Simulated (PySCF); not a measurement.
# In2 (triplet): what the fields show

```xyz
2

In    0.0000    0.0000   -1.5260
In    0.0000    0.0000    1.5260
```

Core potentials replace the inner electrons of In.

Method: PySCF 2.14.0, PBE0/cc-pVTZ(-PP), non-relativistic Hamiltonian with scalar-relativistic core potentials where named, at a bond length of 3.052 Å.

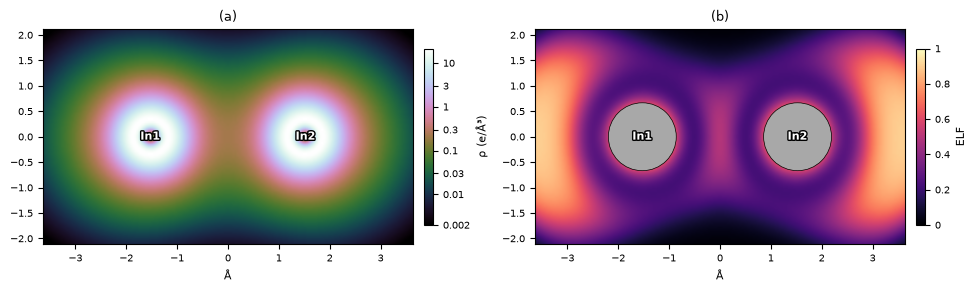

Figure 1. (a) electron density; (b) ELF on a plane that holds the molecular axis. Grey discs cover the atomic cores in the ELF map.

**What does the map show?**

- The section cuts through In sites.
- In–In (3.05 Å): ρ at the midpoint is about 0.22 e/Å³; the ELF is about 0.50 at the midpoint.

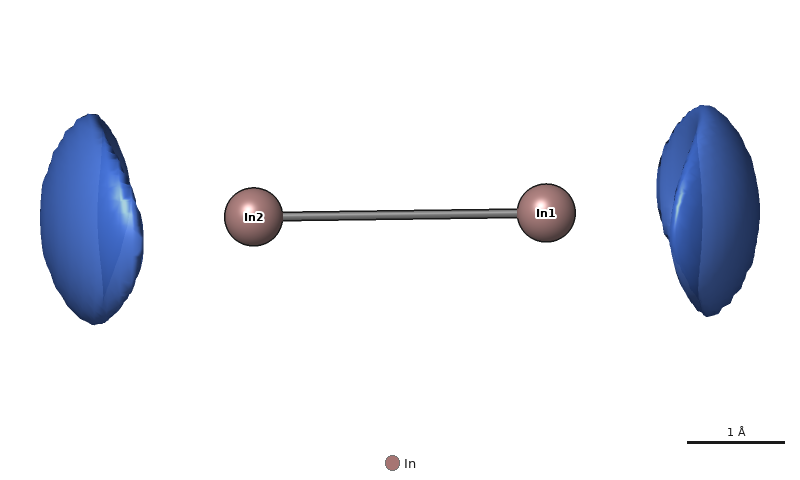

Figure 2. Isosurface of the ELF at 0.8 (blue), seen from one side. Only the valence region is drawn (cores and ρ < 0.01 e/Å³ removed).

**Describe the localisation domains.**

The surface consists of two lobes on In, pointing away from the bonds (non-bonding electrons).
